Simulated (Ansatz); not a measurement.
**SnH2Cl2 (SMILES [Cl][SnH2][Cl]): wB97X/def2-SVPD (core potential)**

What is the vertical electron affinity of SnH2Cl2 at wB97X/def2-SVPD (core potential)? 

Program for the calculation: Ansatz 0.2.0.

54 further runs of the same task are left out: 54 set aside as unsound or not needed.

**1. The system as given**

SnH2Cl2: 5 atoms, total charge 0, spin state singlet. SMILES: `[Cl][SnH2][Cl]`. Geometry: relaxed at PBE0-D4/def2-TZVP.

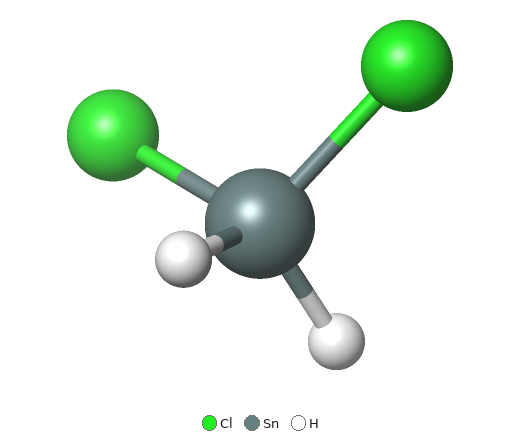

Viewed from a chosen angle; chlorine green, tin teal, hydrogen white.

**2. The energy at wB97X/def2-SVPD (core potential)**

Input file molecule.yaml:

```yaml
crystal:
  periodic: [false, false, false]
  atoms:
    - {symbol: Cl, position_ang: [-1.795300, -0.326200, 1.206500]}
    - {symbol: Sn, position_ang: [0.192400, -0.102900, 0.038600]}
    - {symbol: Cl, position_ang: [-0.250400, 1.295500, -1.753900]}
    - {symbol: H, position_ang: [0.602200, -1.626300, -0.582100]}
    - {symbol: H, position_ang: [1.301000, 0.686300, 1.049400]}
basis:
  gaussian: {orbitals: def2-SVPD}
magnetization: {spin_polarized: false}
hamiltonian: {xc: {name: wB97X}}
accuracy: high
output: {orbitals: {seedname: orbitals}}
```

The run is started by

```bash
ansatz run molecule.yaml --threads 1 --pin off --max-ram 3480MiB --events-out events.jsonl --progress --plain --runs-dir runs
```

The program printed:

```text
Warning: RAYON_NUM_THREADS=1 ignored (pool sized by the plan → 1); use --threads N
Functional definition: wB97X
  name "wB97X"
  parameter omega = 0.3/bohr
  parameter cx = 0.157706
  parameter cx1 = 0.726479
  parameter cx2 = 1.04760
  parameter cx3 = -5.70635
  parameter cx4 = 13.2794
  parameter css1 = -4.33879
  parameter css2 = 18.2308
  parameter css3 = -31.7430
  parameter css4 = 17.2901
  parameter cos1 = 2.37031
  parameter cos2 = -11.3995
  parameter cos3 = 6.58405
  parameter cos4 = -3.78132
  exchange = spin_sum(e_x_unif_sr(omega)*poly(b97_u_x, 1 - cx, cx1, cx2, cx3, cx4)) + cx*exact_x_sr(omega)
      + exact_x_lr(omega)
  correlation = spin_sum(e_c_pw_same_spin*poly(b97_u_same, 1, css1, css2, css3, css4))
      + integral(e_c_pw_opposite_spin*poly(b97_u_opposite, 1, cos1, cos2, cos3, cos4))
2112 factors; integrals over basis functions are off by at most 3.7e-9 eV
532 factors; integrals over basis functions are off by at most 1.7e-9 eV
mean field evaluation 1: about -30903.4612 eV, gradient 2.1e1 eV
mean field evaluation 2: about -30904.2027 eV, gradient 1.7e1 eV
mean field evaluation 4: about -30904.8632 eV, gradient 8.1e-1 eV
mean field evaluation 8: about -30904.8978 eV, gradient 1.6e-2 eV
mean field evaluation 16: about -30904.8978 eV, gradient 1.4e-5 eV
mean field -30904.89779819 eV, -1135.7340459913 hartree, gradient 4.8e-8 eV, S^2 0.000000; 0 other end points of the search recorded, 0 dependent functions left out
reference -30904.89779479 eV, -1135.7340458665 hartree; 29, 29 occupied and 73, 73 virtual orbitals, 2112 factors
Total energy: -30904.89779479 eV, -1135.7340458665 hartree
```

It took 37 s on 1 thread of Arm Neoverse V2, shared host; peak memory 0.63 GiB.

**3. The doublet anion**

molecule.yaml: that of step 2 with these lines changed.

```diff
@@ -9,6 +9,11 @@
 basis:
-  gaussian: {orbitals: def2-SVPD}
-magnetization: {spin_polarized: false}
-hamiltonian: {xc: {name: wB97X}}
+  gaussian:
+    orbitals: def2-SVPD
+output: {orbitals: {seedname: orbitals}}
+hamiltonian:
+  xc: {name: wB97X}
+total_charge: -1
 accuracy: high
-output: {orbitals: {seedname: orbitals}}
+magnetization:
+  spin_polarized: true
+  initial_magnetization: 1
```

The run is started by

```bash
ansatz run molecule.yaml --threads 1 --pin off --max-ram 3480MiB --events-out events.jsonl --progress --plain --runs-dir runs
```

The program printed (excerpt; [...] marks lines left out):

```text
Warning: RAYON_NUM_THREADS=1 ignored (pool sized by the plan → 1); use --threads N
Functional definition: wB97X
  name "wB97X"
[...]
      + exact_x_lr(omega)
[...]
      + integral(e_c_pw_opposite_spin*poly(b97_u_opposite, 1, cos1, cos2, cos3, cos4))
2113 factors; integrals over basis functions are off by at most 3.7e-9 eV
532 factors; integrals over basis functions are off by at most 1.7e-9 eV
[...]
mean field -30904.51136678 eV, -1135.7198448988 hartree, gradient 9.5e-8 eV, S^2 0.753040; 6 other end points of the search recorded, 0 dependent functions left out
reference -30904.51136559 eV, -1135.7198448553 hartree; 30, 29 occupied and 72, 73 virtual orbitals, 2113 factors
Total energy: -30904.51136559 eV, -1135.7198448553 hartree
```

Run time: 2 min. Hardware: 1 thread of Arm Neoverse V2, shared host; peak memory 1.1 GiB.

**4. Results**

Level: wB97X/def2-SVPD (core potential).

```
                                         quantity           value
                    singlet SnH2Cl2: total energy  -1135.73405 Eh
                     singlet SnH2Cl2: HOMO energy       -11.38 eV
                     singlet SnH2Cl2: LUMO energy         0.48 eV
                   singlet SnH2Cl2: HOMO–LUMO gap        11.87 eV
                      doublet anion: total energy  -1135.71984 Eh
doublet anion: HOMO energy (highest over α and β)         0.29 eV
 doublet anion: LUMO energy (lowest over α and β)         5.05 eV
                              doublet anion: ⟨S²⟩           0.753
vertical electron affinity (to the doublet anion)       -0.386 eV
```

**Reading.** The anion lies 0.39 eV (37.3 kJ/mol) above the neutral: the electron isn't bound at this level, and such a value depends on the basis. The HOMO (doublet anion) lies at positive energy, 0.29 eV; only total energies tell whether the electron is bound.
